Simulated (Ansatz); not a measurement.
# CH$_{4}$ClGa: geometry relaxation (part 2 of 2)

CH$_{4}$ClGa; RKS r2SCAN-D4/def2-SVP (Ansatz 0.2.0). The input holds or restrains some coordinates. It belongs to a series of runs on one base structure; here: pulled along the bonds that form and break, towards end B.

**Trajectory as extended XYZ, continued**
```
7
Properties=species:S:1:pos:R:3:forces:R:3 step=5 energy=-65987.63352
Ga   -0.0200    0.4884    1.1465    0.1285   0.1154   0.6070
Cl    1.6552   -2.0697   -0.6530   -0.1144   0.1147  -0.0258
C    -0.7600    0.6372   -0.4619   -0.3478   0.0891  -0.5919
H     0.7180   -1.1609   -0.8744   -0.0423   0.0692   0.0537
H     0.7157    0.2242    2.4683    0.0582  -0.1076  -0.0832
H    -1.8261    0.3581   -0.5627    0.2933  -0.0404  -0.0131
H    -0.4829    1.5225   -1.0628    0.0245  -0.2403   0.0534
7
Properties=species:S:1:pos:R:3:forces:R:3 step=6 energy=-65987.63469
Ga   -0.0362    0.5336    1.2099    0.0124   0.0245   0.0577
Cl    1.6292   -2.0046   -0.6183   -0.3136   0.2274  -0.2175
C    -0.7565    0.6469   -0.4271   -0.0039  -0.0887  -0.3376
H     0.6602   -1.1674   -0.9935    0.2392  -0.0749   0.3529
H     0.7309    0.2155    2.5009    0.0032  -0.0268  -0.0297
H    -1.7945    0.3089   -0.5800    0.1373   0.0786   0.0381
H    -0.4331    1.4670   -1.0918   -0.0746  -0.1400   0.1361
7
Properties=species:S:1:pos:R:3:forces:R:3 step=7 energy=-65987.64329
Ga    0.0206    0.5765    1.1452   -0.2827  -0.2490   0.1843
Cl    1.6826   -2.0044   -0.6206   -0.1323   0.1395  -0.0361
C    -0.7895    0.6645   -0.4584    0.2828  -0.0706  -0.1114
H     0.6950   -1.1370   -0.7990   -0.0234   0.0446   0.0423
H     0.7130    0.0704    2.4241    0.0982   0.1284  -0.0879
H    -1.8492    0.3777   -0.5374    0.0772   0.0583   0.0922
H    -0.4727    1.4522   -1.1539   -0.0197  -0.0512  -0.0834
7
Properties=species:S:1:pos:R:3:forces:R:3 step=8 energy=-65987.64540
Ga   -0.0753    0.4867    1.1955    0.2810   0.2085  -0.2029
Cl    1.7280   -1.9386   -0.6507   -0.1455   0.1722  -0.0525
C    -0.8154    0.6401   -0.4363   -0.0393  -0.1317  -0.1190
H     0.6962   -1.1292   -0.8421   -0.0310  -0.0183   0.0971
H     0.7445    0.1210    2.4396   -0.1316  -0.0818   0.0501
H    -1.9111    0.5275   -0.4946    0.1764   0.0044  -0.1009
H    -0.3669    1.2924   -1.2112   -0.1101  -0.1533   0.3280
7
Properties=species:S:1:pos:R:3:forces:R:3 step=9 energy=-65987.64317 accepted=F
Ga   -0.0243    0.5387    1.1614    0.0844  -0.0479   0.0667
Cl    1.7878   -1.8800   -0.6833   -0.6851   0.3368  -0.0010
C    -0.7986    0.6585   -0.4564   -0.0288  -0.1994  -0.0662
H     0.5999   -1.2406   -0.7341    0.5602  -0.0784  -0.0073
H     0.7185    0.0659    2.4247   -0.0530   0.0451  -0.0550
H    -1.8883    0.4965   -0.5097    0.1504   0.0789  -0.0108
H    -0.3951    1.3610   -1.2026   -0.0281  -0.1351   0.0735
7
Properties=species:S:1:pos:R:3:forces:R:3 step=10 energy=-65987.66984
Ga   -0.0388    0.5281    1.1779    0.0820  -0.0242   0.0575
Cl    1.7668   -1.8736   -0.6943   -0.1380   0.1132  -0.0118
C    -0.8181    0.6298   -0.4349   -0.2039  -0.4410   0.2309
H     0.6390   -1.1907   -0.8068   -0.0175   0.0859   0.0487
H     0.7107    0.1031    2.4477   -0.0304   0.0005   0.0126
H    -1.9158    0.5527   -0.4991    0.1768   0.0465  -0.0204
H    -0.3439    1.2504   -1.1903    0.1311   0.2191  -0.3176
7
Properties=species:S:1:pos:R:3:forces:R:3 step=11 energy=-65987.67750
Ga   -0.0306    0.5224    1.1820    0.0348  -0.0049  -0.0302
Cl    1.7963   -1.8296   -0.7283   -0.1801   0.1463   0.0156
C    -0.8294    0.6168   -0.4250    0.2511  -0.1722  -0.0334
H     0.6314   -1.2041   -0.7946    0.0021   0.0637   0.0278
H     0.6847    0.0968    2.4708   -0.0198  -0.0084  -0.0003
H    -1.9229    0.6238   -0.4756   -0.0936   0.0014   0.0092
H    -0.3296    1.1739   -1.2292    0.0055  -0.0259   0.0113
7
Properties=species:S:1:pos:R:3:forces:R:3 step=12 energy=-65987.66228 accepted=F
Ga   -0.0260    0.5335    1.2001    0.0713  -0.0646  -0.0898
Cl    1.8450   -1.7098   -0.8000   -0.8299   0.3096   0.0683
C    -0.8300    0.5945   -0.4084    0.1145   0.0400  -0.4484
H     0.5661   -1.2774   -0.7832    0.6497  -0.0367   0.0172
H     0.6469    0.0975    2.5094   -0.0225   0.0071  -0.0033
H    -1.9297    0.7146   -0.4544    0.3267  -0.0054   0.0021
H    -0.2724    1.0472   -1.2633   -0.3098  -0.2500   0.4538
7
Properties=species:S:1:pos:R:3:forces:R:3 step=13 energy=-65987.68010
Ga   -0.0263    0.5338    1.1910    0.0421  -0.0506  -0.0385
Cl    1.8182   -1.7685   -0.7592   -0.3884   0.1995   0.0208
C    -0.8264    0.6018   -0.4177    0.1714  -0.1564  -0.0786
H     0.5945   -1.2461   -0.8029    0.2223   0.0409   0.0485
H     0.6635    0.1006    2.4919   -0.0125   0.0015   0.0009
H    -1.9209    0.6633   -0.4652   -0.0083   0.0186   0.0115
H    -0.3027    1.1151   -1.2378   -0.0265  -0.0536   0.0354
7
Properties=species:S:1:pos:R:3:forces:R:3 step=14 energy=-65987.68453
Ga   -0.0263    0.5383    1.1945    0.0698  -0.0669  -0.0566
Cl    1.8350   -1.7291   -0.7825   -0.2619   0.1452   0.0396
C    -0.8319    0.5724   -0.4152    0.1051  -0.0785  -0.0437
H     0.5963   -1.2660   -0.8225    0.0858   0.0890   0.0461
H     0.6365    0.1076    2.5109   -0.0067  -0.0083   0.0110
H    -1.9198    0.7325   -0.4361    0.0464  -0.0186  -0.0251
H    -0.2898    1.0443   -1.2490   -0.0384  -0.0617   0.0286
```

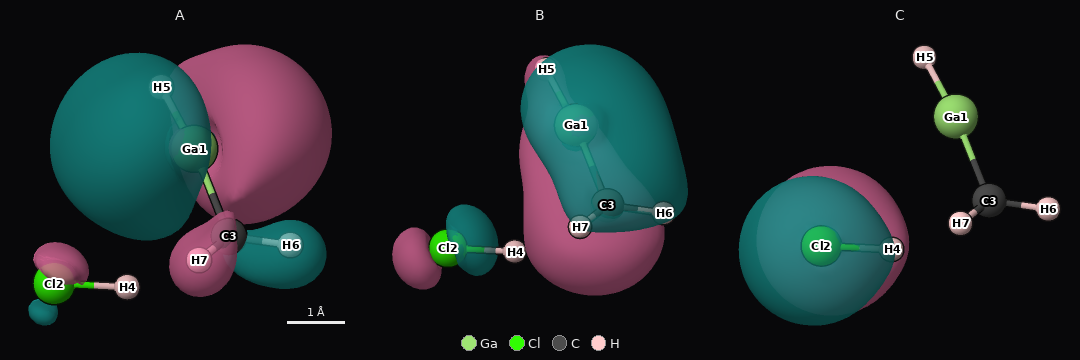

Three frontier orbitals at ±0.08 Å⁻³ᐟ² (teal and pink are the two phases). C is the HOMO−1 (−7.65 eV). B is the HOMO (−5.26 eV). It lies mainly on C3 (50 %) and Ga1 (30 %). A is the LUMO (−2.22 eV). Its weight (Hirshfeld) is mainly on Ga1 (80 %). The HOMO–LUMO gap is 3.04 eV between the orbital energies.

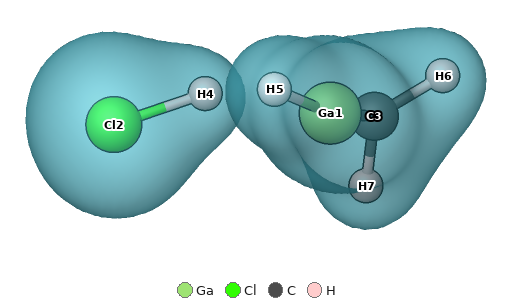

Isosurface of the total electron density at 0.2 e/Å³ (cyan), seen from the side. At this value the surface falls into two separate pieces. It is pinched off along the Ga···H (2.78 Å) contacts. On the grid the lowest density along these lines, outside the cores, is 0.09 e/Å³ (Ga···H, 2.78 Å), 0.99 e/Å³ (C–Ga, 1.80 Å), 1.7 e/Å³ (C–H, 1.10 Å) and 1.5 e/Å³ (Cl–H, 1.32 Å).

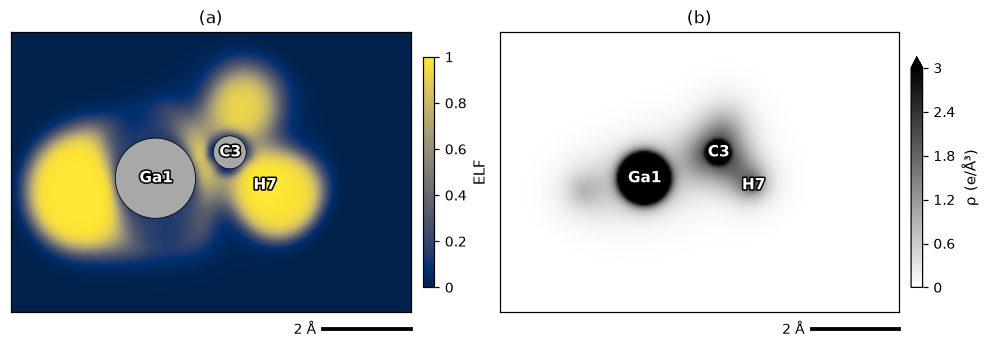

(a) electron localisation function; (b) total electron density on the plane of atoms Ga1, C3 and H7. Grey discs, where drawn, cover atomic cores. The section cuts through Ga, C and H sites. C–H (1.10 Å): ρ at the midpoint is about 1.8 e/Å³; the ELF climbs to about 1 towards the hydrogen, as it does in any bond to H; a covalent bond by its length.

The run was set up as follows.

**Input file**
```yaml
crystal:
  periodic: [false, false, false]
  atoms:
    - { symbol: Ga, position_ang: [0.2947, 0.1305, 1.1085] }
    - { symbol: Cl, position_ang: [1.4546, -1.717, -0.3306] }
    - { symbol: C, position_ang: [-0.6206, 0.404, -0.6529] }
    - { symbol: H, position_ang: [0.2091, -0.6573, -0.991] }
    - { symbol: H, position_ang: [0.7484, 0.265, 2.6462] }
    - { symbol: H, position_ang: [-1.6925, 0.2173, -0.6517] }
    - { symbol: H, position_ang: [-0.3938, 1.3574, -1.1284] }
basis:
  gaussian: { orbitals: def2-SVP }
hamiltonian:
  xc: r2scan
  dispersion: d4
relax:
  f_tol: 0.15
  max_steps: 25
  restrain:
    - { distance: [3, 1], at: 1.33, k: 30.0 }
    - { distance: [0, 1], at: 3.54, k: 30.0 }
    - { distance: [3, 2], at: 2.37, k: 30.0 }
output:
  orbitals: {}
```

Run as:
```bash
ansatz run input.yaml --threads 2 --pin off --max-ram 3072MiB --backend cpu --events-out ev --progress --plain --runs-dir out
```

**Key numbers**

```tsv
quantity	value
outcome	converged under the restraints of the input
total energy	−65987.6845 eV
mean-field energy	−65987.6550 eV
largest force (length of the vector) at the end, held atoms and coordinates included	0.302 eV/Å
hardware	2 threads of Intel Xeon (Sapphire Rapids), 64 GiB of memory available, shared host
wall time	22 s (CPU time 41 s)
peak memory	0.16 GiB
```
